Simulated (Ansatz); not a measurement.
# Sn: how well frozen cores do

The same cell of Sn is computed with full-potential LAPW, PAW on the default files and all-electron PAW on datasets made for the crystal, to set the results side by side.

Program: Ansatz 0.2.0. Level of theory: DFT PBEsol, scalar-relativistic. These are calculated values, not measurements.

## 1. The starting structure

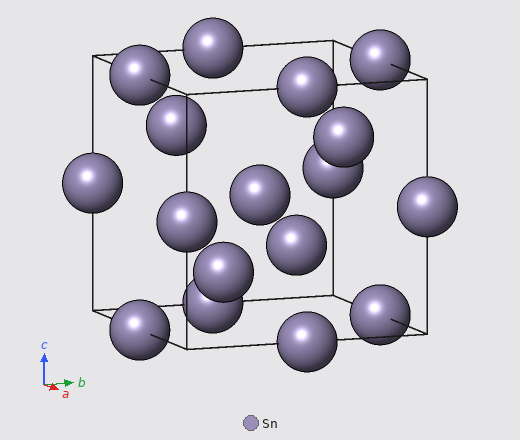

The starting structure, seen slightly off an axis (tin purple). The cell drawn here is the conventional one.

Structure file:

```xyz
2
Lattice="0.0000 3.2456 3.2456 3.2456 0.0000 3.2456 3.2456 3.2456 0.0000" Properties=species:S:1:pos:R:3 pbc="T T T"
Sn    3.2456    3.2456    3.2456
Sn    4.8684    4.8684    4.8684
```

The structure is an experimental refinement, used without relaxation.

Atoms are numbered in the order of the input: Sn1, Sn2.

## 2. Full-potential LAPW

input.yaml

```yaml
crystal:
  lattice:
    - [0.0, 3.2456, 3.2456]
    - [3.2456, 0.0, 3.2456]
    - [3.2456, 3.2456, 0.0]
  atoms:
    - { symbol: Sn, position: [0.5, 0.5, 0.5] }
    - { symbol: Sn, position: [0.75, 0.75, 0.75] }
kpoints:
  mp_grid: { grid: [11, 11, 11] }
  band_path:
    path:
      - [0.0, 0.0, 0.0]
      - [0.5, 0.0, 0.5]
      - [0.625, 0.25, 0.625]
      - [0.375, 0.375, 0.75]
      - [0.0, 0.0, 0.0]
      - [0.5, 0.5, 0.5]
      - [0.5, 0.25, 0.75]
      - [0.5, 0.0, 0.5]
    npoints: 14
scf:
  occupations: { method: fermi_dirac, width: 0.05 }
hamiltonian:
  xc: pbesol
  pseudopotentials: { kind: all_electron, lapw: { basis_error: 0.001 } }
output:
  forces: true
  stress: true
  eigenvalues: true
  populations: true
  dos: { projected: true, de: 0.2, e_range: [-14, 8] }
```

The run is started by

```
$ ansatz run input.yaml --threads 1 --pin off --max-ram 3072MiB --backend cpu --events-out ev --progress --plain --runs-dir out
```

Output, shortened:

```text
Sn: projections on atomic orbitals take those of the free atom 1s2 2s2 2p6 3s2 3p6 3d10 4s2 4p6 4d10 5s2 5p2, of charge +0.00 (hamiltonian.pseudopotentials.projection_atoms)
LAPW: plane waves up to 8.172 Å⁻¹, error target 1.0e-3 eV per atom; small_component_spin mean_spin; Sn in spheres of 1.405 Å, 22 of its electrons in bands, Dirac shells []
[...]
Pseudopotentials: kind: all_electron
Pseudopotential: Sn, LAPW, valence charge 22, Koelling and Harmon's equation, gaussian nucleus
Functional definition: PBEsol
[...]
Crystal: 2 atoms, lattice volume = 68.378 Å³
Basis set: ecut = 254.41795670422906 eV, 609 PW (Γ), exchange–correlation at level 2
Bands: 27, of which v1, the nominal top of the filled ones, is band 22 counted from 1 (21 counted from 0)
Symmetry: 48 space group operations
Space group: Fd-3m (ITA 227), of the structure as read, at distance tolerance 4.1e-5 Å
k-points: 56 of 1331
[...]
SCF iter   1: F=—  HF=-336030.074014 eV  |F-HF|=—  |Δ(HF+E_count)|=         —  Δρ=1.82e-2  dr2=2.81e-1  ethr=6.33e-4  ⟨swp⟩=2.9  Hψ=9770  notcnv=0
[...]
the basis was enlarged: its passes take 82.8 KiB over the memory plan, 1 of 1 planned eigensolver slots
[...]
SCF iter   8: F=-336029.997403 eV  HF=-336029.997402 eV  |F-HF|=4.39e-7  |Δ(HF+E_count)|=   3.82e-6  Δρ=1.25e-5  dr2=7.23e-8  ethr=2.10e-9  ⟨swp⟩=3.0  Hψ=4432  notcnv=0
[...]
NSCF: frozen V_eff on 99 k-points
SCF converged after 8 iterations
Free energy (F): -336029.997403 eV
[...]
E sigma→0 (E₀):  -336029.996481 eV
Entropy (-TS):   -0.001844 eV (-0.922 meV/atom)
Fermi energy:    9.997807 eV
[...]
--- Forces (eV/Å), atoms counted from 1 ---
  atom   1  Sn    -0.00000000     0.00000000    -0.00000000
  atom   2  Sn     0.00000000    -0.00000000     0.00000000
[...]
--- Stress (GPa, compression-positive) ---
        0.994130      -0.000000       0.000000
       -0.000000       0.994130      -0.000000
        0.000000      -0.000000       0.994130
  P = ⅓ Tr σ = 0.9941 GPa (9.941 kbar)
--- Band table (eV; the first three rows and the last of 56) ---
[...]
--- Löwdin populations: 2 sites ---
  site symbol       q [e]
     0     Sn     49.9806
     1     Sn     49.9806
  spilling = 0.000388 (of n_electrons = 100.000000)
```

Wall time 16 s (1 thread of Intel Xeon 6975P-C (Granite Rapids), shared host); peak memory 0.41 GiB.

This run gives: pressure 0.99 GPa; no gap.

Levels at the path's labelled points, in eV from the Fermi level:

| point | band 19 | band 20 | band 21 | band 22 | band 23 | band 24 | band 25 |
| --- | --- | --- | --- | --- | --- | --- | --- |
| Γ | -10.61 | -0.68 | 0.10 | 0.10 | 0.10 | 2.16 | 2.16 |
| X | -7.52 | -7.52 | -2.45 | -2.45 | 0.77 | 0.77 | 7.72 |
| U | -7.92 | -7.03 | -3.38 | -2.09 | 1.06 | 3.34 | 5.73 |
| K | -7.92 | -7.03 | -3.38 | -2.09 | 1.06 | 3.34 | 5.73 |
| Γ | -10.61 | -0.68 | 0.10 | 0.10 | 0.10 | 2.16 | 2.16 |
| L | -8.99 | -6.31 | -1.11 | -1.11 | -0.05 | 3.22 | 3.22 |
| W | -7.46 | -7.46 | -3.05 | -3.05 | 3.41 | 3.41 | 3.99 |
| X | -7.52 | -7.52 | -2.45 | -2.45 | 0.77 | 0.77 | 7.72 |

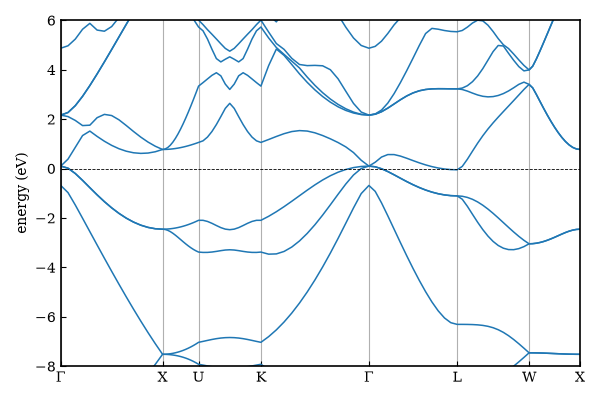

The leg U–K joins two equivalent points. Bands along the path, counted from its Fermi level.

States per cell in windows of 1 eV (zero at the Fermi level; grid of 0.20 eV, so sharp peaks spill over the borders):

| from | to | total | Sn 5p | Sn 5s |
| --- | --- | --- | --- | --- |
| -10 | -9 | 0.63 | 0.14 | 0.49 |
| -9 | -8 | 1.01 | 0.26 | 0.74 |
| -8 | -7 | 0.31 | 0.09 | 0.21 |
| -7 | -6 | 0.89 | 0.36 | 0.52 |
| -6 | -5 | 0.56 | 0.25 | 0.31 |
| -5 | -4 | 0.27 | 0.12 | 0.15 |
| -4 | -3 | 0.55 | 0.46 | 0.08 |
| -3 | -2 | 1.61 | 1.51 | 0.09 |
| -2 | -1 | 1.56 | 1.50 | 0.05 |
| -1 | 0 | 0.48 | 0.47 | 0.01 |
| 0 | 1 | 0.23 | 0.13 | 0.08 |
| 1 | 2 | 1.64 | 1.06 | 0.47 |
| 2 | 3 | 1.17 | 0.83 | 0.21 |
| 3 | 4 | 1.59 | 1.24 | 0.12 |
| 4 | 5 | 1.65 | 1.10 | 0.09 |

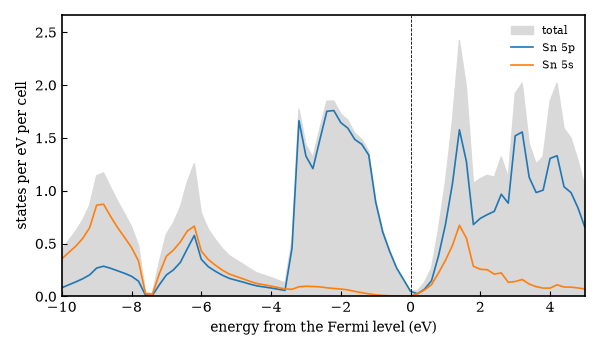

Density of states, total and projected.

## 3. PAW on the default files

Edit input.yaml of step 2 so:

```diff
@@ -25,3 +25,3 @@
   xc: pbesol
-  pseudopotentials: { kind: all_electron, lapw: { basis_error: 0.001 } }
+  pseudopotentials: { kind: paw }
 output:
@@ -30,3 +30,9 @@
   eigenvalues: true
+  efg: { contact_densities: true }
   populations: true
+  bader: true
   dos: { projected: true, de: 0.2, e_range: [-14, 8] }
+  write_density: true
+  write_potential: true
+  elf: true
+  volumetric_format: npy
```

The run is started by

```
$ ansatz run input.yaml --threads 1 --pin off --max-ram 3072MiB --backend cpu --events-out ev --progress --plain --runs-dir out
```

Output, shortened:

```text
Sn: output.efg is read without spin–orbit coupling, which moves field gradients at and beside such atoms by some per cent and up to a factor of two; PAW files take it under magnetization.noncollinear and magnetization.spin_orbit
[...]
Pseudopotentials: kind: paw
Pseudopotential: Sn, paw, valence charge 14, recommended cutoff 420 eV (normal)
[... 1 set-up line as earlier in the session ...]
[...]
Crystal: 2 atoms, lattice volume = 68.378 Å³
Basis set: ecut = 420 eV, 1363 PW (Γ), exchange–correlation on 64×64×64 points (8 copies of the dense FFT grid, shifted against one another)
Bands: 18, of which v1, the nominal top of the filled ones, is band 14 counted from 1 (13 counted from 0)
[... 2 set-up lines as earlier in the session ...]
k-points: 56 of 1331
[...]
--- PAW observables at the nuclei: V_zz in 10²¹ V/m², potentials from the cell's mean, atoms counted from 1 ---
  atom   1  Sn V_zz =    +0.000000   η = 0.0000   by run symmetry: forbidden
            electrostatic potential = -8170.732076 V   contact ρ = 1234587.554253 e/Å³
  atom   2  Sn V_zz =    +0.000000   η = 0.0000   by run symmetry: forbidden
            electrostatic potential = -8170.732076 V   contact ρ = 1234587.554253 e/Å³
--- Band table (eV; the first three rows and the last of 56) ---
  k-point 0: bands = ["-13.9580", "-13.9580", "-13.9580", "-13.8972", "-13.8972", "-13.5868", "-13.5868", "-13.5868", "-13.5773", "-13.5773", "-2.9594", "6.9683", "7.7523", "7.7523", "7.7523", "9.8157", "9.8157", "9.8157"]
[...]
--- Löwdin populations: 2 sites ---
  site symbol       q [e]
     0     Sn     13.9755
     1     Sn     13.9755
  spilling = 0.001751 (of n_electrons = 28.000000)
--- Bader charges: 2 sites ---
  site symbol  charge [e]  shift [e]
     0     Sn      0.0000     0.0000
     1     Sn      0.0000     0.0000
  estimated error of the sums over rays = 5.7e-5 e
```

It took 16 s on 1 thread of Intel Xeon 6975P-C (Granite Rapids), shared host; peak memory 0.43 GiB.

In short: pressure 0.99 GPa; no gap.

| atom | Bader charge (e) | basin volume (Å³) |
| --- | --- | --- |
| Sn1 | -0.00 | 34.19 |

The fields are shown in the conventional cell of this run's space group, carried over from its grid by interpolation.

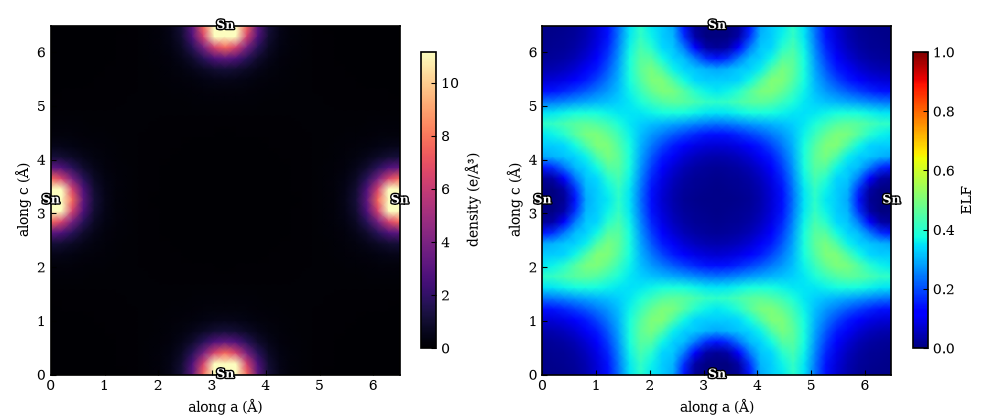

Density (left) and ELF (right) in a lattice plane of the grid's cell (edges 6.49 and 6.49 Å, at 0.000 of the third edge), which holds Sn. Only atoms in the plane are labelled; the density scale stops at 11.16 e/Å³. Both are smooth fields of the valence electrons: close to the nuclei they are not physical.

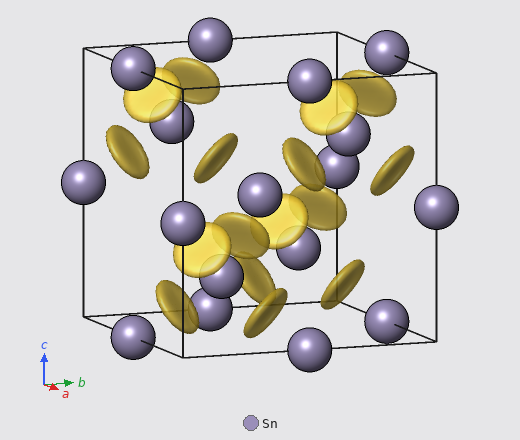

Surface of ELF = 0.58, drawn in one cell.

Outside the cores ELF peaks at 0.64 on the Sn–Sn line, 1.4 Å from Sn.

## 4. All-electron PAW on datasets made for the crystal

Edit input.yaml of step 3 so:

```diff
@@ -20,3 +20,3 @@
       - [0.5, 0.0, 0.5]
-    npoints: 14
+    npoints: 8
 scf:
@@ -25,3 +25,3 @@
   xc: pbesol
-  pseudopotentials: { kind: paw }
+  pseudopotentials: { kind: all_electron, datasets: crystal }
 output:
@@ -31,8 +31 @@
   efg: { contact_densities: true }
-  populations: true
-  bader: true
-  dos: { projected: true, de: 0.2, e_range: [-14, 8] }
-  write_density: true
-  write_potential: true
-  elf: true
-  volumetric_format: npy
```

The run is started by

```
$ ansatz run input.yaml --threads 1 --pin off --max-ram 3072MiB --backend cpu --events-out ev --progress --plain --runs-dir out
```

Output, shortened:

```text
[...]
band count auto-derived: 19 (N_el = 28.0; filled up to band 14; 18 by the electrons, moments and atoms)
Sn: output.efg is read without spin–orbit coupling, which moves field gradients at and beside such atoms by some per cent and up to a factor of two; PAW files take it under magnetization.noncollinear and magnetization.spin_orbit
[...]
[... 1 set-up line as earlier in the session ...]
Pseudopotential: Sn, paw, valence charge 14, recommended cutoff 240 eV (normal), Koelling and Harmon's equation, gaussian nucleus
[... 1 set-up line as earlier in the session ...]
[...]
Crystal: 2 atoms, lattice volume = 68.378 Å³
Basis set: ecut = 240 eV, 561 PW (Γ), exchange–correlation on 48×48×48 points (8 copies of the dense FFT grid, shifted against one another)
Bands: 19, of which v1, the nominal top of the filled ones, is band 14 counted from 1 (13 counted from 0)
[... 1 set-up line as earlier in the session ...]
[...]
  atom   1  Sn     0.00000000    -0.00000000     0.00000000
  atom   2  Sn     0.00000000    -0.00000000     0.00000000
[...]
--- Stress (GPa, compression-positive) ---
        0.992822       0.000000      -0.000000
        0.000000       0.992822       0.000000
       -0.000000      -0.000000       0.992822
  P = ⅓ Tr σ = 0.9928 GPa (9.928 kbar)
--- PAW observables at the nuclei: V_zz in 10²¹ V/m², potentials from the cell's mean, atoms counted from 1 ---
  atom   1  Sn V_zz =    -0.000000   η = 0.0000   by run symmetry: forbidden
            electrostatic potential = -8168.795589 V   contact ρ = 1234487.357958 e/Å³
  atom   2  Sn V_zz =    +0.000000   η = 0.0000   by run symmetry: forbidden
            electrostatic potential = -8168.795589 V   contact ρ = 1234487.357958 e/Å³
--- Band table (eV; the first three rows and the last of 56) ---
  k-point 0: bands = ["-11.6108", "-11.6108", "-11.6108", "-11.5498", "-11.5498", "-11.2393", "-11.2393", "-11.2393", "-11.2299", "-11.2299", "-0.6146", "9.3136", "10.0971", "10.0971", "10.0971", "12.1604", "12.1604"]
[...]
```

Run time: 8.1 s. Hardware: 1 thread of Intel Xeon 6975P-C (Granite Rapids), shared host; peak memory 0.42 GiB.

Result: pressure 0.99 GPa; no gap.

| atom | contact density (e/Å³) |
| --- | --- |
| Sn1 | 1234487 |

## 5. Side by side

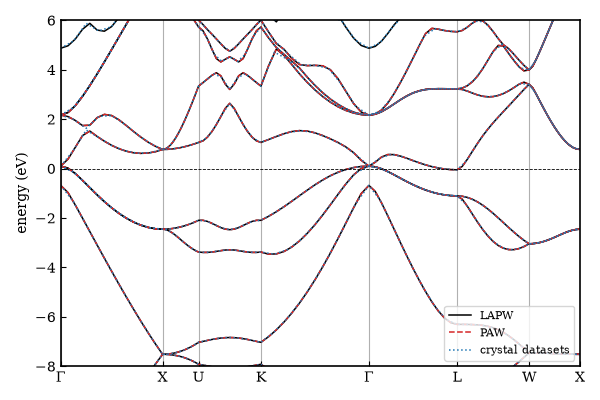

The leg U–K joins two equivalent points. Bands of 3 runs (LAPW; PAW; crystal datasets) drawn together, counted from each run's Fermi level.

```
          method  pressure (GPa)  SCF cycles, all passes
            LAPW            0.99                       8
             PAW            0.99                       7
crystal datasets            0.99                       9
```

## 6. Summary of results

| quantity | value |
| --- | --- |
| pressure | LAPW 0.99, PAW 0.99, crystal datasets 0.99 GPa |
| gap (LAPW) | none |
| Bader charges (PAW) | Sn1 -0.00 e |
| highest ELF (PAW) | 0.64, 1.43 Å from Sn |

In words: At this geometry the cell is under compression of 1.0 GPa, so it would expand if let go. Bands cross the Fermi level: the crystal is a metal at this level. Sn 5p carries the largest share, 88 %, of the projected states within 0.3 eV of the Fermi level. The projection holds only the free atom's occupied shells (Sn 5s, Sn 5p in this range). In pressure, PAW differs from LAPW by less than 0.01 GPa.
